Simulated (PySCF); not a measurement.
Vertical excitations of a molecule C₂H₅ClOSi from TDDFT-PBE/def2-SVPD run with PySCF 2.14.0, as energy in eV (oscillator strength): 4.98 (0.001), 5.44 (0.001), 5.99 (0.013), 6.45 (0.354), 6.60 (0.011), 6.92 (0.008), 6.99 (0.012), 7.05 (0.032), 7.22 (0.034), 7.30 (0.003). Lowest triplet (TDA): 4.26 eV. Geometry: B3LYP-D3(BJ)/def2-SVP. A frequency run showed that this geometry is not a minimum. One conformer was computed; it need not be the lowest.

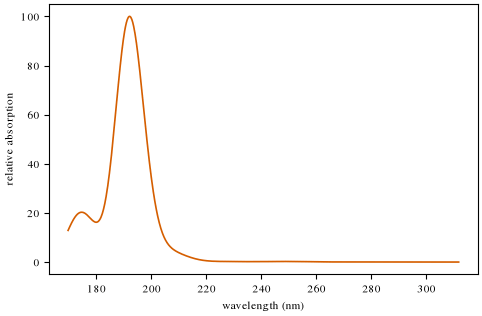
Fig. 1. The lines broadened by 0.4 eV.

### Question
Which molecule gave these data?
A) C=C(Cl)[SiH2]O
B) Cl[SiH]1COC1
C) C=C[Si@H](O)Cl
D) C=CO[SiH2]Cl

### Answer
D, C=CO[SiH2]Cl
